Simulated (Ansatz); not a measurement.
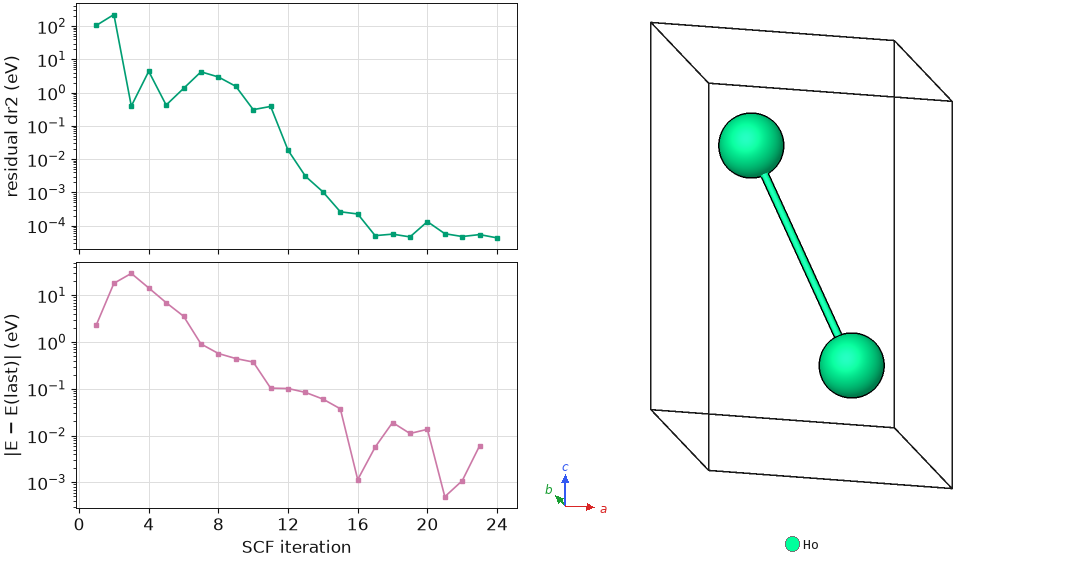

Beside the plot: the structure in its conventional cell.

The plot shows the SCF iterations of a calculation: density residual dr2, distance of the Harris–Foulkes energy from its last value. The run starts from the density of an earlier run.

Program: Ansatz.

```
crystal:
  lattice:
    - [3.5800003276, 0.0, 0.0]
    - [-1.7900001638, 3.1003712292, 0.0]
    - [0.0, 0.0, 5.6206005144]
  atoms:
    - { symbol: Ho, position: [0.3333333333, 0.6666666667, 0.75], spin: 4.82, spin_axis: [0.0, 1.0, 0.0] }
    - { symbol: Ho, position: [0.6666666667, 0.3333333333, 0.25], spin: 4.82, spin_axis: [0.0, 1.0, 0.0] }
basis:
  ecutwfc: 420
  ecutrho_ratio: 4
kpoints:
  mp_grid: { grid: [10, 10, 6] }
hamiltonian:
  xc: pbe
  hubbard: { sites: [{ species: Ho, l: f, u_eff: 6.0 }] }
scf:
  occupations: { method: gaussian, width: 0.05 }
  lower_state_search: "off"
  convergence: { dr2_threshold: 1.0e-09 }
output:
  forces: true
  stress: true
  eigenvalues: true
  populations: true
  hubbard: { sites: [{ species: Ho, l: f }] }
magnetization:
  noncollinear: true
  spin_orbit: true
checkpoint:
  read: start.run
  write: ck
  compress: false
  write_wavefunctions: false
  write_every: 100000
```

Launched with:
```bash
ansatz run input.yaml --threads 4 --pin off --max-ram 9216MiB --backend cpu --events-out ev --progress --plain --runs-dir out
```

Question: Was self-consistency reached?

Answer: It did not finish: the time limit cut it off after 24 iterations. The residual comes down slowly and unevenly, and has reached only 4 × 10⁻⁵ when the run stops. The program keeps the magnetisation out of the quasi-Newton mixer until iteration 9 and then restarts the mixer with it.

Question: What is the residual at the start and at the end?

Answer: It starts near 100 and ends near 4 × 10⁻⁵ eV.
